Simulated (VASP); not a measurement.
# Sound and unsound inputs on AlNi3, part 4 of 4

Which changes to a sound input spoil a run on AlNi3, which are harmless, and which give a warning? All runs use PBEsol. The start is a computed cell from the Materials Project.

VASP 6.6.1; PBEsol, spin-polarised from a ferromagnetic start; plane waves and PAW (Al, Ni).

Still holding for the runs below: The magnetic state follows from one typed start and may not be the lowest. The k-mesh is coarse for a metal.

So far. Step 6 (Relaxing cell and atoms (PBEsol), changed input): It ends with forces that vanish by symmetry and a pressure of 0.06 GPa. Step 8 (A single point (PBEsol), changed input, try 2): Against the reference run the energy at zero smearing moves by -0.14 meV an atom and the pressure by -0.03 GPa. The relaxed cell has a = 3.517 Å (conventional setting).

**9. Full relaxation (PBEsol)**

Properties are meant for the cell that this level of theory prefers, so cell and atoms are relaxed first (ISIF = 3) until forces and stress are small; EDIFFG sets the threshold.

Input file INCAR:

```
SYSTEM = AlNi3
PREC = Accurate
ENCUT = 400
EDIFF = 1E-06
NELM = 100
ISMEAR = -1
SIGMA = 0.05
LREAL = .FALSE.
ALGO = Normal
GGA = PS
NBANDS = 26
ISPIN = 2
MAGMOM = 0 1 1 1
LASPH = .TRUE.
LMAXMIX = 4
LORBIT = 11
LWAVE = .FALSE.
LCHARG = .FALSE.
KPAR = 4
IBRION = 2
NSW = 60
ISIF = 3
EDIFFG = -0.01
```

Input file POSCAR:

```
AlNi3
1.0
    3.5230547267      0.0000000000      0.0000000000
    0.0000000000      3.5230547267      0.0000000000
    0.0000000000      0.0000000000      3.5230547267
Al Ni
1 3
Direct
    0.0000000000      0.0000000000      0.0000000000
    0.0000000000      0.5000000000      0.5000000000
    0.5000000000      0.0000000000      0.5000000000
    0.5000000000      0.5000000000      0.0000000000
```

Input file KPOINTS:

```
Automatic mesh
0
Gamma
6 6 6
0 0 0
```

The projector-augmented-wave data sets are Al and Ni (PBE family, release 64).

The run is started by

```bash
mpirun -np 4 vasp_std
```

What it wrote:

```text
[... set-up lines as in an earlier step ...]
 entering main loop
       N       E                     dE             d eps       ncg     rms          rms(c)
[... 14 cycles as in an earlier step ...]
   1 F= -.24310979E+02 E0= -.24295419E+02  d E =-.243110E+02  mag=     0.6561
 curvature:   0.00 expect dE= 0.000E+00 dE for cont linesearch  0.000E+00
 trial: gam= 0.00000 g(F)=  0.000E+00 g(S)=  0.184E-02 ort = 0.000E+00 (trialstep = 0.100E+01)
 search vector abs. value=  0.184E-02
 bond charge predicted
       N       E                     dE             d eps       ncg     rms          rms(c)
DAV:   1    -0.243576465087E+02   -0.46667E-01   -0.33456E-01  2140   0.880E+00    0.194E+00
DAV:   2    -0.243646102084E+02   -0.69637E-02   -0.35862E-01  2412   0.108E+01    0.189E+00
DAV:   3    -0.243124845390E+02    0.52126E-01   -0.12233E-01  2412   0.619E+00    0.297E-01
DAV:   4    -0.243113902574E+02    0.10943E-02   -0.15077E-03  2384   0.382E-01    0.930E-02
DAV:   5    -0.243113283774E+02    0.61880E-04   -0.93462E-05  2730   0.864E-02    0.331E-02
DAV:   6    -0.243113282887E+02    0.88790E-07   -0.10547E-05  2170   0.259E-02    0.134E-02
DAV:   7    -0.243113286198E+02   -0.33118E-06   -0.20171E-06  1824   0.134E-02
   2 F= -.24311329E+02 E0= -.24295752E+02  d E =-.349699E-03  mag=     0.6492
 trial-energy change:   -0.000350  1 .order   -0.000104   -0.001844    0.001636
 step:   0.6287(harm=  0.5299)  dis= 0.00000  next Energy=   -24.311620 (dE=-0.641E-03)
 bond charge predicted
       N       E                     dE             d eps       ncg     rms          rms(c)
DAV:   1    -0.243181535148E+02   -0.68252E-02   -0.46123E-02  2144   0.328E+00    0.736E-01
DAV:   2    -0.243195048295E+02   -0.13513E-02   -0.53930E-02  2404   0.408E+00    0.704E-01
DAV:   3    -0.243117676654E+02    0.77372E-02   -0.16771E-02  2406   0.236E+00    0.104E-01
DAV:   4    -0.243116370812E+02    0.13058E-03   -0.26353E-04  2202   0.118E-01    0.433E-02
DAV:   5    -0.243116294127E+02    0.76685E-05   -0.11655E-05  2898   0.410E-02    0.110E-02
DAV:   6    -0.243116299258E+02   -0.51310E-06   -0.16487E-06  1694   0.132E-02
   3 F= -.24311630E+02 E0= -.24296052E+02  d E =-.651005E-03  mag=     0.6516
 curvature:  -0.25 expect dE=-0.108E-05 dE for cont linesearch -0.108E-05
 trial: gam= 0.00000 g(F)=  0.219E-65 g(S)=  0.427E-05 ort =-0.887E-04 (trialstep = 0.926E+00)
 search vector abs. value=  0.427E-05
 reached required accuracy - stopping structural energy minimisation
```

Run time: 9 s. Hardware: 4 MPI ranks of Intel Xeon 6975P-C (Granite Rapids), shared host; peak memory 0.61 GiB; 34 s of CPU time.

From OUTCAR (step 9):

```text
   NELECT =      33.0000    total number of electrons

 E-fermi :   9.8278

 spin component 1
 k-point     1 :       0.0000    0.0000    0.0000
  band No.  band energies     occupation
    ...
     12       9.2801      0.99998
     13       9.6015      0.98929
     14       9.7969      0.64984
     15       9.7969      0.64984
     16       9.7969      0.64983
     17      10.7089      0.00000
     18      10.7089      0.00000
     19      10.7089      0.00000
     20      16.5952      0.00000
     21      16.5952      0.00000
    ...

 k-point     2 :       0.1667    0.0000    0.0000
  band No.  band energies     occupation
    ...
     13       9.2403      0.99999
     14       9.2807      0.99998
     15       9.4746      0.99915
     16       9.6525      0.97083
     17       9.7973      0.64795
     18      11.7060      0.00000
     19      11.7060      0.00000
     20      16.5584      0.00000
     21      17.1520      0.00000
     22      18.8909      0.00000
    ...

  Total        0.0108604      0.0108604      0.0108604      0.0000000     -0.0000000      0.0000000
  in kB        0.3999740      0.3999740      0.3999740      0.0000000     -0.0000000      0.0000000
  external PRESSURE =       0.3999740 kB  Pullay stress =       0.0000000 kB

 POSITION                                       TOTAL-FORCE (eV/Angst)
 -----------------------------------------------------------------------------------
      0.00000      0.00000      0.00000         0.000000      0.000000      0.000000
      0.00000      1.75851      1.75851        -0.000000     -0.000000      0.000000
      1.75851     -0.00000      1.75851         0.000000     -0.000000      0.000000
      1.75851      1.75851      0.00000         0.000000      0.000000      0.000000
 -----------------------------------------------------------------------------------
    total drift:                                0.000000     -0.000000     -0.000000

  FREE ENERGIE OF THE ION-ELECTRON SYSTEM (eV)
  ---------------------------------------------------
  free  energy   TOTEN  =       -24.3116299258 eV

  energy  without entropy=      -24.2804740377  energy(sigma->0) =      -24.29605198

 magnetization (x)
# of ion       s       p       d       tot
------------------------------------------
    1       -0.000  -0.008   0.000  -0.008
    2       -0.002  -0.007   0.238   0.229
    3       -0.002  -0.007   0.238   0.229
    4       -0.002  -0.007   0.238   0.229
--------------------------------------------------
tot         -0.007  -0.029   0.715   0.679

[... 8 parts as in an earlier step ...]

[... 15 further parts left out ...]
```

CONTCAR:

```
AlNi3
   1.00000000000000
     3.5170231857612579    0.0000000000000000    0.0000000000000000
     0.0000000000000000    3.5170231857612579    0.0000000000000000
     0.0000000000000000   -0.0000000000000000    3.5170231857612579
  Al              Ni
     1     3
Direct
     0.0000000000000000    0.0000000000000000    0.0000000000000000
     0.0000000000000000    0.5000000000000000    0.5000000000000000
     0.5000000000000000    0.0000000000000000    0.5000000000000000
     0.5000000000000000    0.5000000000000000    0.0000000000000000
```

The steps of the relaxation:

```
step  energy less that of the first step (eV)  largest force (eV/Å)  pressure (GPa)  volume (Å³)
   1                                   0.0000                0.0000           -0.83        43.73
   2                                  -0.0004                0.0000            0.74        43.37
   3                                  -0.0007                0.0000            0.04        43.50
```

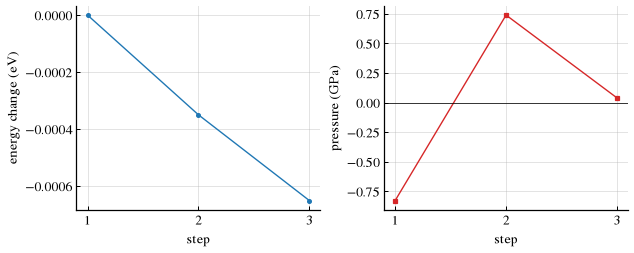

Energy and pressure along the relaxation.

```
conventional cell, symmetrised  before  after  change
                         a (Å)   3.523  3.517  -0.2 %
                         b (Å)   3.523  3.517  -0.2 %
                         c (Å)   3.523  3.517  -0.2 %
              volume (Å³/atom)   10.93  10.88  -0.5 %
```

Final coordinates:

```xyz
4
Lattice="3.5170 0.0000 0.0000 0.0000 3.5170 0.0000 0.0000 0.0000 3.5170" Properties=species:S:1:pos:R:3 pbc="T T T"
Al    0.0000    0.0000    0.0000
Ni    0.0000    1.7585    1.7585
Ni    1.7585    0.0000    1.7585
Ni    1.7585    1.7585    0.0000
```

This step gave:

```
free energy (TOTEN)                               : -24.31 eV
Fermi energy                                      : 9.828 eV
pressure                                          : 0.04000 GPa
moment of the cell, from the last line of the log : 0.6516 μB
SCF cycles over all ionic steps                   : 27
```

It ends with forces that vanish by symmetry and a pressure of 0.04 GPa.

**10. The runs together**

| changed | job | ended | energy (meV/atom) | pressure (GPa) | volume (%) |
| --- | --- | --- | --- | --- | --- |
| PREC = Normal, LASPH = False (the default) | single point | converged | +1.40 | -0.05 | - |
| cell typed in bohr | single point | converged | - | - | - |
| ISYM = 0 | single point | converged | +0.00 | -0.04 | - |
| ISMEAR = 0, SIGMA = 0.1, ADDGRID = True | relaxation | converged | - | - | +0.0 |
| MAGMOM = 1.0 1.0 1.0 | relaxation | refused | - | - | - |
| ISMEAR = 0, SIGMA = 0.1, ISYM = 1 | single point | converged | -0.14 | -0.03 | - |

**11. Summary of results**

```yaml
prec_normal_lasph_false_the_default_single_point: converged, +1.40 meV/atom
cell_typed_in_bohr_single_point: converged
isym_0_single_point: converged, +0.00 meV/atom
ismear_0_sigma_0p1_addgrid_true_relaxation: converged, volume +0.0 %
magmom_1p0_1p0_1p0_relaxation: refused
ismear_0_sigma_0p1_isym_1_single_point: converged, -0.14 meV/atom
```

What this shows: Changes that show themselves, by a stop, a warning or no convergence: MAGMOM = 1.0 1.0 1.0. Changes that converge quietly but describe another system or model: cell typed in bohr. These are the ones to fear, since the run ends as usual. Changes with no effect beyond 1 meV an atom and 0.1 GPa here: ISYM = 0; ISMEAR = 0, SIGMA = 0.1, ISYM = 1. Differences of single points are from the reference run, and of volumes from the sound relaxation. The k-sampling is coarse for a metal, so the Fermi level, moments, pressures and the shape of the cell carry errors. Only the typed magnetic starts were tried, so the magnetic ground state may differ and with it the other results.

[Lines on the potential files, build, host, timing and source positions are cut from VASP's logs without a mark.]

[Logs are printed without paths, hosts, clocks, repeated set-up lines and the standing remarks that a program may print on its own settings, such as how far it seeks lower states.]

[Hosts, paths, dates, database ids (printed as entryN), source tags and the programs' standing remarks are cut or masked in the printed files.]

[A measured line is paired with the nearest computed mode of its activity, which favours agreement.]
